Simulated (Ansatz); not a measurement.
# AgBr (silver bromide), step by step

Wanted: a structure relaxation (singlet AgBr, wB97M-V/def2-TZVP), then the harmonic vibrations (singlet AgBr, wB97M-V/def2-TZVP), then a single-point energy (singlet AgBr, MP2/def2-mTZVP), then a single-point energy (doublet AgBr+, UMP2/def2-mTZVP), then a structure relaxation (doublet AgBr+, U-wB97M-V/def2-TZVP) of AgBr. 

The results are computed with Ansatz 0.2.0.

## Step 1: The molecule

AgBr has 2 atoms, charge 0, and is taken as a singlet. SMILES: `[Br][Ag]`. All atoms were displaced at random from a relaxed shape. The run starts from this shape.

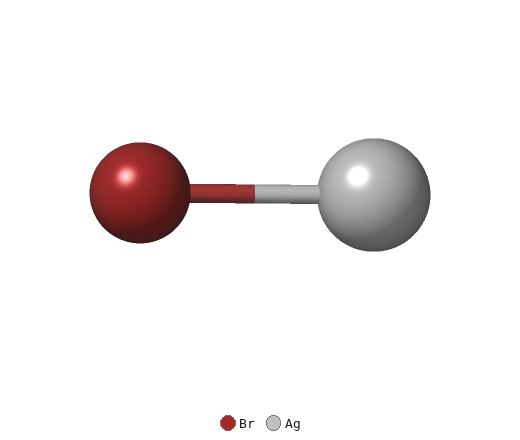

Viewed from a chosen angle; bromine red, silver light grey.

## Step 2: A structure relaxation at wB97M-V/def2-TZVP (core potential) (run 1)

The input, input.yaml:

```yaml
crystal:
  periodic: [false, false, false]
  atoms:
    - {symbol: Br, position_ang: [1.187934, -0.426634, 0.462655]}
    - {symbol: Ag, position_ang: [-1.013846, 0.315376, -0.418550]}
basis:
  gaussian:
    orbitals: def2-TZVP
magnetization:
  spin_polarized: false
  initial_magnetization: 0
hamiltonian:
  xc: {name: wB97M-V}
relax: {}
```

Launch:

```console
$ ansatz run input.yaml --threads 1 --pin off --max-ram 2610MiB --events-out events.jsonl --progress --plain --runs-dir runs
```

What it wrote:

```text
Warning: RAYON_NUM_THREADS=1 ignored (pool sized by the plan → 1); use --threads N
The last accepted step is kept in runs//last_step.txt (removed where the run ends without a failure and the disk answers)
[... 25 lines left out ...]
761 factors; their error is unknown
[... 11 lines left out ...]
761 factors; their error is unknown
[... 6 lines left out ...]
761 factors; their error is unknown
[... 6 lines left out ...]
761 factors; their error is unknown
[... 4 lines left out ...]
Total energy: -74041.56983347 eV, -2720.9775042014 hartree
[... 2 lines left out ...]
Dipole moment:    -1.089780     0.367261    -0.436156 e Å
```

Run time: 40 s. Hardware: 1 thread of Arm Neoverse V1, shared host; peak memory 0.23 GiB.

Step by step:

| step | energy from the first frame kept (eV) | largest force (eV/Å) |
| --- | --- | --- |
| 1 | 0.0000 | 0.5968 |
| 2 | -0.0196 | 0.1959 |
| 3 | -0.0214 | 0.0005 |

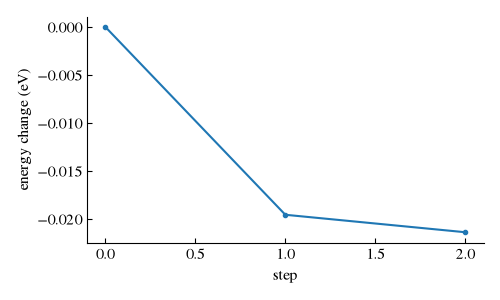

Energy along the run.

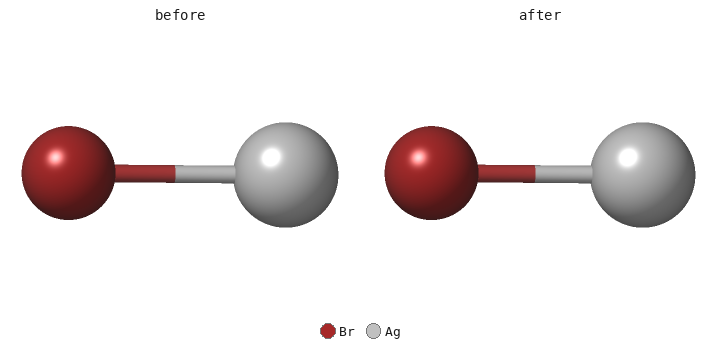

Before and after, at one scale.

After the run. Bond lengths: Br1–Ag2 2.416 Å.

## Step 3: Vibrational wavenumbers at wB97M-V/def2-TZVP (core potential) (run 2)

The input, job.yaml:

```yaml
basis:
  gaussian:
    orbitals: def2-TZVP
crystal:
  periodic: [false, false, false]
  atoms:
    - {symbol: Br, position_ang: [1.157574, -0.416402, 0.450504]}
    - {symbol: Ag, position_ang: [-0.983486, 0.305144, -0.406399]}
phonons:
  temperatures:
    t_min: 298.15
    t_max: 298.15
    t_step: 1
hamiltonian:
  xc: {name: wB97M-V}
```

Launch:

```console
$ ansatz run job.yaml --threads 1 --pin off --max-ram 2610MiB --events-out events.jsonl --progress --plain --runs-dir runs
```

What it wrote:

```text
Warning: RAYON_NUM_THREADS=1 ignored (pool sized by the plan → 1); use --threads N
[... 25 lines left out ...]
761 factors; their error is unknown
[... 16 lines left out ...]
761 factors; their error is unknown
[... 12 lines left out ...]
761 factors; their error is unknown
[... 11 lines left out ...]
761 factors; their error is unknown
[... 6 lines left out ...]
761 factors; their error is unknown
[... 5 lines left out ...]
761 factors; their error is unknown
[... 5 lines left out ...]
761 factors; their error is unknown
[... 5 lines left out ...]
761 factors; their error is unknown
[... 6 lines left out ...]
761 factors; their error is unknown
[... 5 lines left out ...]
761 factors; their error is unknown
[... 7 lines left out ...]
Dipole moment:    -1.089781     0.367261    -0.436156 e Å
Vibrations: 243.49 cm⁻¹, zero-point energy 0.015095 eV
```

Run time: 84 s. Hardware: 1 thread of Arm Neoverse V1, shared host; peak memory 0.22 GiB.

## Step 4: A single-point energy at MP2/def2-mTZVP (core potential) (run 3)

The input, job.yaml:

```yaml
basis:
  gaussian:
    orbitals: def2-mTZVP
crystal:
  periodic: [false, false, false]
  atoms:
    - {symbol: Br, position_ang: [1.157574, -0.416402, 0.450504]}
    - {symbol: Ag, position_ang: [-0.983486, 0.305144, -0.406399]}
correlation:
  method: mp2
output: {orbitals: {seedname: orbitals}}
```

Launch:

```console
$ ansatz run job.yaml --threads 1 --pin off --max-ram 2610MiB --events-out events.jsonl --progress --plain --runs-dir runs
```

What it wrote:

```text
Warning: RAYON_NUM_THREADS=1 ignored (pool sized by the plan → 1); use --threads N
Functional definition: HF
  name "HF"
  exchange = exact_x
  correlation = 0
705 factors; integrals over basis functions are off by at most 2.5e-4 eV
mean field evaluation 1: about -73975.0762 eV, gradient 2.8e1 eV
mean field evaluation 2: about -73975.1427 eV, gradient 2.9e1 eV
mean field evaluation 4: about -73976.4228 eV, gradient 1.6e0 eV
mean field evaluation 8: about -73976.4716 eV, gradient 3.4e-1 eV
mean field evaluation 16: about -73976.4733 eV, gradient 2.7e-6 eV
mean field -73976.47330268 eV, -2718.5852508189 hartree, gradient 2.7e-6 eV, S^2 0.000000; 0 other end points of the search recorded, 0 dependent functions left out
9 core orbitals not correlated: weight in the atoms' cores, before any rotation towards them, 1.000 or more for the frozen orbitals, at most 0.000 for the correlated occupied ones
reference -73976.47330268 eV, -2718.5852508189 hartree; 18, 18 occupied and 42, 42 virtual orbitals, 705 factors
second order -11.59543740 eV of doubles, -0.00000000 eV of singles
Total energy: -73988.06874008 eV, -2719.0113752838 hartree
```

It took 1.1 s on 1 thread of Arm Neoverse V1, shared host; peak memory 0.12 GiB.

## Step 5: The doublet cation: the energy at UMP2/def2-mTZVP (core potential) (run 4)

The input, molecule.yaml:

```yaml
crystal:
  periodic: [false, false, false]
  atoms:
    - {symbol: Br, position_ang: [1.157574, -0.416402, 0.450504]}
    - {symbol: Ag, position_ang: [-0.983486, 0.305144, -0.406399]}
basis:
  gaussian:
    orbitals: def2-mTZVP
magnetization:
  spin_polarized: true
  initial_magnetization: 1
total_charge: 1
correlation:
  method: mp2
```

Launch:

```console
$ ansatz run molecule.yaml --threads 1 --pin off --max-ram 2610MiB --events-out events.jsonl --progress --plain --runs-dir runs
```

What it wrote, cut to the lines that bear on the results:

```text
Warning: RAYON_NUM_THREADS=1 ignored (pool sized by the plan → 1); use --threads N
[... 2 set-up lines as earlier in the session ...]
[...]
705 factors; integrals over basis functions are off by at most 2.5e-4 eV
[...]
mean field -73968.21446261 eV, -2718.2817440442 hartree, gradient 2.3e-6 eV, S^2 0.757470; 15 other end points of the search recorded, 0 dependent functions left out
9 core orbitals not correlated: weight in the atoms' cores, before any rotation towards them, 1.000 or more for the frozen orbitals, at most 0.000 for the correlated occupied ones
reference -73968.21446261 eV, -2718.2817440442 hartree; 18, 17 occupied and 42, 43 virtual orbitals, 705 factors
second order -10.60263899 eV of doubles, -0.00000000 eV of singles
Total energy: -73978.81710159 eV, -2718.6713838404 hartree
```

Run time: 10 s. Hardware: 1 thread of Arm Neoverse V1, shared host; peak memory 0.17 GiB.

## Step 6: The doublet cation: a structure relaxation at U-wB97M-V/def2-TZVP (core potential) (run 5)

The input, in.yaml:

```yaml
crystal:
  periodic: [false, false, false]
  atoms:
    - {symbol: Br, position_ang: [1.157574, -0.416402, 0.450504]}
    - {symbol: Ag, position_ang: [-0.983486, 0.305144, -0.406399]}
basis:
  gaussian:
    orbitals: def2-TZVP
total_charge: 1
magnetization:
  spin_polarized: true
  initial_magnetization: 1
hamiltonian:
  xc: {name: wB97M-V}
relax: {}
```

Launch:

```console
$ ansatz run in.yaml --threads 1 --pin off --max-ram 2610MiB --events-out events.jsonl --progress --plain --runs-dir runs
```

What it wrote, cut to the lines that bear on the results:

```text
Warning: RAYON_NUM_THREADS=1 ignored (pool sized by the plan → 1); use --threads N
[... 1 set-up line as earlier in the session ...]
[... 64 lines left out ...]
Total energy: -74032.18620921 eV, -2720.6326623704 hartree
[... 2 lines left out ...]
Dipole moment:    -0.456285     0.153770    -0.182616 e Å
```

Wall time 1.7 min (1 thread of Arm Neoverse V1, shared host); peak memory 0.38 GiB.

Step by step:

| step | energy from the first frame kept (eV) | largest force (eV/Å) |
| --- | --- | --- |
| 1 | 0.0000 | 0.9826 |
| 2 | -0.0674 | 0.2521 |
| 3 | -0.0741 | 0.0540 |
| 4 | -0.0744 | 0.0022 |

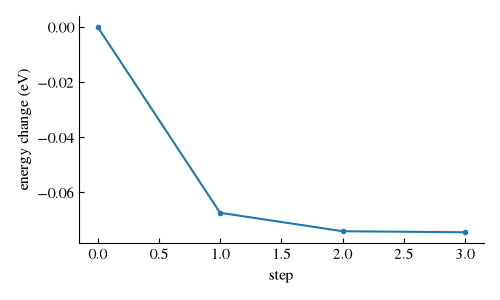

Energy along the run.

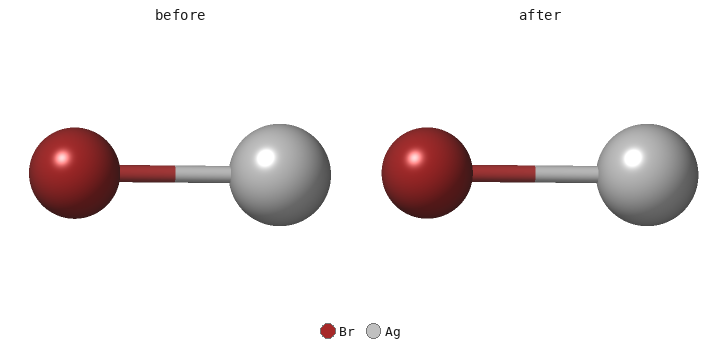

Before and after, at one scale.

After the run. Bond lengths: Br1–Ag2 2.590 Å.

## Step 7: Results

| quantity | value |
| --- | --- |
| run 1, wB97M-V/def2-TZVP: total energy at the end | -2720.97750 Eh |
| run 1, wB97M-V/def2-TZVP: dipole moment | 5.91 D |
| run 1, wB97M-V/def2-TZVP: bond length | 2.416 Å |
| run 2, wB97M-V/def2-TZVP: largest force on an atom | 0.000 eV/Å |
| run 2, wB97M-V/def2-TZVP: harmonic wavenumber | 243 cm⁻¹ |
| run 2, wB97M-V/def2-TZVP: zero-point energy | 1.5 kJ/mol |
| run 3, MP2/def2-mTZVP: total energy | -2719.01138 Eh |
| run 3, MP2/def2-mTZVP: HOMO energy (Hartree–Fock orbitals) | -9.62 eV |
| run 3, MP2/def2-mTZVP: LUMO energy (Hartree–Fock orbitals) | -0.59 eV |
| run 3, MP2/def2-mTZVP: HOMO–LUMO gap (Hartree–Fock orbitals) | 9.02 eV |
| run 3, MP2/def2-mTZVP: correlation energy (9 core orbitals frozen) | -426.1 mEh |
| doublet cation, run 4: total energy | -2718.67138 Eh |
| doublet cation, run 4: correlation energy (9 core orbitals frozen) | -389.6 mEh |
| doublet cation, run 4: ⟨S²⟩ of the reference determinant | 0.757 |
| doublet cation, run 5: total energy at the end | -2720.63266 Eh |
| doublet cation, run 5: bond length | 2.590 Å |
| doublet cation, run 5: ⟨S²⟩ | 0.753 |
| vertical ionisation energy (to the doublet cation), MP2/def2-mTZVP | 9.252 eV |
| adiabatic ionisation energy (to the doublet cation, no zero-point term), wB97M-V/def2-TZVP | 9.384 eV |

In words: At MP2/def2-mTZVP: removing an electron at fixed nuclei costs 9.25 eV (213 kcal/mol). At wB97M-V/def2-TZVP: the adiabatic ionisation energy (to the doublet cation, no zero-point term) is 9.38 eV (216 kcal/mol). The optimisation (run 1, wB97M-V/def2-TZVP) took 2 steps and changed the energy by -0.021 eV. The one mode (run 2, wB97M-V/def2-TZVP) is real, so the shape is a minimum at this level. The optimisation (doublet cation, run 5) took 3 steps and changed the energy by -0.074 eV.
